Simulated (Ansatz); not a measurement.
**MoTe2, pressure series**

Consider MoTe$_{2}$ in the 2H-MoS2 type structure (space group P6_3/mmc, No. 194; a = 3.497 Å, c = 13.696 Å; layered, stacked along the Cartesian z axis).

Cell and atoms are relaxed at each pressure.

Method: plane-wave PAW DFT at the PBE-D3(BJ) level (Ansatz, an electronic-structure program, 420 eV), without spin-orbit coupling.

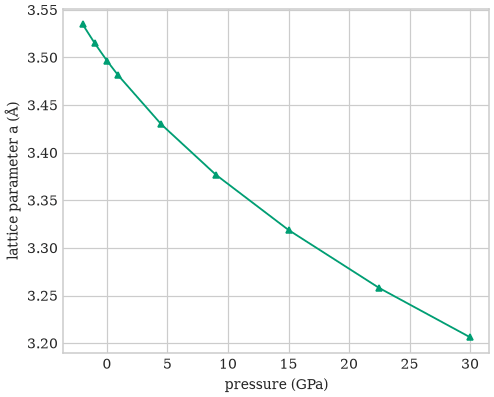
Lattice parameter a against pressure

| pressure (GPa) | lattice parameter a |
|---|---|
| -2 | 3.535 Å |
| -1 | 3.515 Å |
| 0.9 | 3.482 Å |
| 4.5 | 3.430 Å |
| 9 | 3.377 Å |
| 15 | 3.319 Å |
| 22.5 | 3.258 Å |
| 30 | 3.206 Å |

A case with no gap was solved on a k-mesh chosen for an insulator, which is coarse for it. Load acts through the strain it causes; cell and atoms are relaxed under it. Stability against distortions was not tested. No other phases were tried under pressure. The final runs are not spin-polarised. The D3 term's C6 switches between coordination references near this geometry, which can add small steps to energies.
